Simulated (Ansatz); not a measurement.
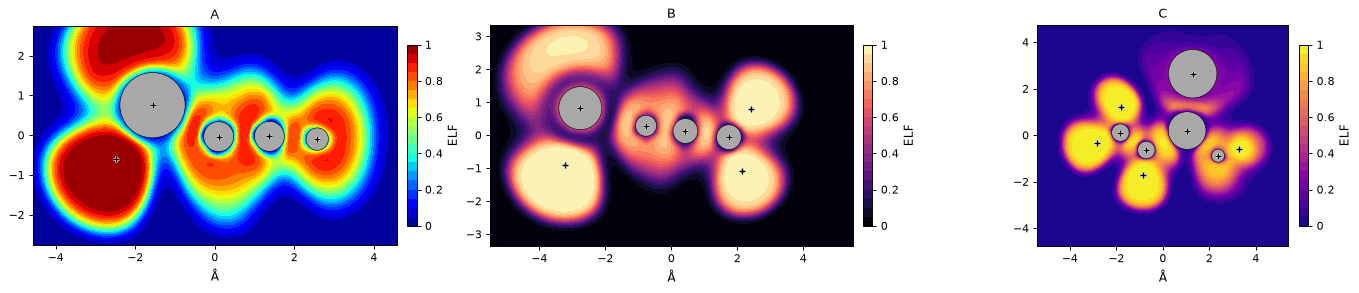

The ELF of 3 systems, each on a plane through atoms (crosses mark nuclei in the plane; grey discs cover the cores).

All numbers below come from isolated molecule in a Gaussian basis; Kohn-Sham density functional theory, functional PBE0 (Ansatz 0.2.0).

System 1: C₂H₄AgAlO, the molecular plane. Geometry: PBE0-D3(BJ)/def2-SVP; core potentials replace the inner electrons of Ag.

```yaml
atoms:
  - { symbol: C, position_ang: [-0.4559, 0.2417, -0.7414] }
  - { symbol: C, position_ang: [-0.1770, 1.5384, -0.9413] }
  - { symbol: Ag, position_ang: [-3.1314, 1.3804, 1.7687] }
  - { symbol: Al, position_ang: [-1.8438, -0.2928, 0.5159] }
  - { symbol: O, position_ang: [-2.0851, -1.9816, 0.6716] }
  - { symbol: H, position_ang: [-2.7347, -2.3783, 1.2544] }
  - { symbol: H, position_ang: [0.1272, -0.4958, -1.3114] }
  - { symbol: H, position_ang: [0.5964, 1.8851, -1.6392] }
  - { symbol: H, position_ang: [-0.7179, 2.3328, -0.4074] }
```

System 2: C₂H₃NSn (SMILES C=C=[N+]=[SnH-]), the molecular plane. Geometry: r2SCAN-D4/def2-SVP; core potentials replace the inner electrons of Sn.

```xyz
7

C    -2.0206    1.9508   -0.3003
C    -1.0801    2.1212   -1.2274
N    -0.2323    2.2654   -2.0694
Sn    1.2646    2.7522   -3.4038
H    -2.2216    2.7369    0.4307
H    -2.5959    1.0232   -0.2661
H     1.0594    1.1700   -4.2016
```

System 3: C₂HGeO (charge −1), the molecular plane. Geometry: PBE0-D3(BJ)/def2-SVPD.

```yaml
atoms:
  - { symbol: C, position_ang: [1.1121, 2.4665, 1.6005] }
  - { symbol: C, position_ang: [1.0223, 2.2511, 0.3454] }
  - { symbol: Ge, position_ang: [1.1787, 2.7063, -1.4313] }
  - { symbol: O, position_ang: [1.1708, 2.5996, 2.7953] }
  - { symbol: H, position_ang: [0.6534, 1.3118, -2.0944] }
```

### Which map belongs to which system?

Panel A is system 3, C₂HGeO: the plane holds C, Ge, O and H. C–O (1.20 Å): the ELF peaks at about 0.85 between the atoms (a multiple bond). Panel B is system 2, C₂H₃NSn: the plane holds C, N, Sn and H. C–N (1.20 Å): the ELF peaks at about 0.85 between the atoms: a multiple bond. Panel C is system 1, C₂H₄AgAlO: the plane holds C, Ag, Al, O and H. C–C (1.34 Å): the ELF peaks at about 0.90 between the atoms: a short, multiple covalent bond.
